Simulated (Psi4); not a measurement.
# SiNH5 (Si(NH2)H3): HF/3-21G

Aim: the vertical electron affinity of SiNH5 (Si(NH2)H3) at HF/3-21G, from 2 runs. 

The calculation is run with Psi4 1.11.

1 further run of the same task is left out (set aside as unsound or not needed).

## 1. Starting point

SiNH5: 7 atoms, total charge 0, spin state singlet. As SMILES, `[H][Si]([H])([H])N`. The coordinates come from a GFN2-xTB relaxation.

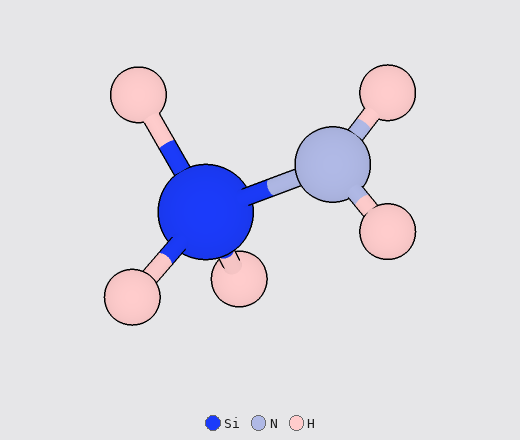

Viewed from a chosen angle; silicon blue, nitrogen light blue, hydrogen pink.

## 2. The energy at HF/3-21G

File calc.in:

```
memory 1600 mb

molecule m {
  Si
  N 1 r2
  H 2 r3 1 a3
  H 2 r4 3 a4 1 d4
  H 1 r5 2 a5 4 d5
  H 1 r6 5 a6 2 d6
  H 1 r7 5 a7 6 d7

  r2 = 1.72303
  r3 = 1.007213
  a3 = 118.6172
  r4 = 1.006985
  a4 = 109.50945
  d4 = 140.4847
  r5 = 1.460383
  a5 = 104.96781
  d5 = 173.74648
  r6 = 1.461042
  a6 = 113.25
  d6 = 114.08283
  r7 = 1.472431
  a7 = 109.18425
  d7 = 121.82007
  units angstrom
  symmetry c1
  no_reorient
  no_com
}

set {
  basis 3-21G
  puream true
  e_convergence 1e-09
  d_convergence 1e-08
  scf_type pk
}

energy_value, wavefunction = energy("hf", return_wfn=True)
oeprop(wavefunction, "QUADRUPOLE", "LOWDIN_CHARGES", "MAYER_INDICES", title="HF")
```

Started as:

```
$ psi4 -n 1 calc.in calc.out
```

calc.out, shortened:

```text
[...]
  Running in c1 symmetry.
[...]
  Nuclear repulsion =   65.167410229587844
[...]
  Multiplicity = 1
[...]
  Nalpha       = 13
  Nbeta        = 13
[...]
    Number of basis functions: 32
[...]
   @RHF iter   1:  -344.38328226645569   -5.73576e-01   1.08441e-02 ADIIS/DIIS
[...]
   @RHF iter  10:  -344.44441376389841   -1.25056e-12   3.13512e-09 DIIS
[...]
    Orbital Energies [Eh]
    ---------------------
    Doubly Occupied:
       1A    -68.299779     2A    -15.446515     3A     -6.109560
       4A     -4.205842     5A     -4.205486     6A     -4.204992
       7A     -1.126160     8A     -0.732993     9A     -0.643769
      10A     -0.542436    11A     -0.492150    12A     -0.477562
      13A     -0.383383
[...]
  @RHF Final Energy:  -344.44441376389841
   => Energetics <=
    Nuclear Repulsion Energy =             65.1674102295878441
    One-Electron Energy =                -605.4823975274803161
    Two-Electron Energy =                 195.8705735339940190
    Total Energy =                       -344.4444137638984103
[...]
 Multipole Moments:
 ------------------------------------------------------------------------------------
     Multipole            Electronic (a.u.)      Nuclear  (a.u.)        Total (a.u.)
 ------------------------------------------------------------------------------------
 L = 1.  Multiply by 2.5417464519 to convert [e a0] to [Debye]
 Dipole X            :         -0.0273754           -0.4373944           -0.4647698
 Dipole Y            :         -0.0091420           -0.1760520           -0.1851940
 Dipole Z            :          0.1178812            0.1103601            0.2282413
 Magnitude           :                                                    0.5499108
 L = 2.  Multiply by 1.3450342976 to convert [e a0^2] to [Debye ang]
 Quadrupole XX       :        -28.9258980           11.2686983          -17.6571997
 Quadrupole XY       :          0.9064758           -1.6239654           -0.7174896
[...]
```

It took 1.2 s on 1 thread of Intel Xeon 6975P-C (Granite Rapids), shared host; peak memory 0.18 GiB.

## 3. The doublet anion, same level

File run_ase.py:

```python
import numpy as np
from ase.calculators.psi4 import Psi4
from ase import Atoms

atoms = Atoms(['Si', 'N', 'H', 'H', 'H', 'H', 'H'], positions=[
    [-0.000690, 0.002380, -0.682990],
    [0.090660, 0.178690, 1.028560],
    [0.707680, -0.428190, 1.543790],
    [-0.763660, 0.307400, 1.545850],
    [1.387750, -0.009920, -1.135540],
    [-0.747920, 1.169350, -1.146100],
    [-0.673820, -1.219710, -1.153570],
])
calc = Psi4(atoms=atoms, method='hf', basis='3-21G', memory='1600MB', num_threads=1, charge=-1, multiplicity=2, label='calc', reference='uhf')
calc.psi4.set_options({'puream': True, 'e_convergence': 1e-09, 'd_convergence': 1e-08, 'scf_type': 'pk', 'maxiter': 200})
atoms.calc = calc

print(f'energy: {atoms.get_potential_energy():.6f} eV')
```

Started as:

```
$ python run_ase.py
```

calc.dat, shortened:

```text
[...]
  Running in c1 symmetry.
[...]
  Nuclear repulsion =   65.167404687729132
[...]
  Multiplicity = 2
[...]
  Nalpha       = 14
  Nbeta        = 13
[...]
    Number of basis functions: 32
[...]
   @UHF iter   1:  -344.17858150986581   -3.68875e-01   1.41257e-02 DIIS/ADIIS
[...]
   @UHF iter  15:  -344.28758644659939   -3.41061e-12   6.54597e-09 DIIS
[...]
   @S^2 Observed:                7.575219631E-01
[...]
    Orbital Energies [Eh]
    ---------------------
    Alpha Occupied:
       1A    -68.058006     2A    -15.210234     3A     -5.861561
       4A     -3.959037     5A     -3.958546     6A     -3.958144
       7A     -0.911343     8A     -0.499309     9A     -0.422704
      10A     -0.321159    11A     -0.262319    12A     -0.245502
      13A     -0.160526    14A      0.145315
    Alpha Virtual:
      15A      0.432836    16A      0.457380    17A      0.472852
      18A      0.534730    19A      0.578790    20A      0.674436
      21A      0.719357    22A      0.729422    23A      0.860901
      24A      1.449735    25A      1.477085    26A      1.570129
[...]
  @UHF Final Energy:  -344.28758644659939
   => Energetics <=
    Nuclear Repulsion Energy =             65.1674046877291318
    One-Electron Energy =                -611.5140763067054195
    Two-Electron Energy =                 202.0590851723769106
    Total Energy =                       -344.2875864465993914
  UHF NO Occupations:
  HONO-2 :   12  A 1.9995534
  HONO-1 :   13  A 1.9973184
[...]
 Multipole Moments:
 ------------------------------------------------------------------------------------
     Multipole            Electronic (a.u.)      Nuclear  (a.u.)        Total (a.u.)
 ------------------------------------------------------------------------------------
 L = 1.  Multiply by 2.5417464519 to convert [e a0] to [Debye]
 Dipole X            :          0.1215806           -0.2006834           -0.0791028
 Dipole Y            :          0.2306919           -0.4090653           -0.1783734
 Dipole Z            :          1.2491779            0.1639500            1.4131279
 Magnitude           :                                                    1.4265359
[...]
```

Standard output:

```text
energy: -9368.542418 eV
```

Wall time 1.2 s (1 thread of Intel Xeon 6975P-C (Granite Rapids), shared host); peak memory 0.19 GiB.

## 4. What came out

At HF/3-21G:

| quantity | value |
| --- | --- |
| singlet SiNH5: total energy | -344.44441 Eh |
| singlet SiNH5: dipole moment | 1.40 D |
| singlet SiNH5: HOMO energy | -10.43 eV |
| singlet SiNH5: LUMO energy | 4.56 eV |
| singlet SiNH5: HOMO–LUMO gap | 15.00 eV |
| doublet anion: total energy | -344.28759 Eh |
| doublet anion: HOMO energy (highest over α and β) | 3.95 eV |
| doublet anion: LUMO energy (lowest over α and β) | 11.31 eV |
| doublet anion: ⟨S²⟩ | 0.758 |
| vertical electron affinity (to the doublet anion) | -4.267 eV |

What this shows: The anion lies 4.27 eV (412 kJ/mol) above the neutral: the electron isn't bound at this level, and such a value depends on the basis. Without diffuse functions anions come out too high. Hartree–Fock misses the correlation that binds many anions. The HOMO (doublet anion) lies at positive energy, 3.95 eV: the electron is unbound at this level or held by a compact basis; values depend on the basis.
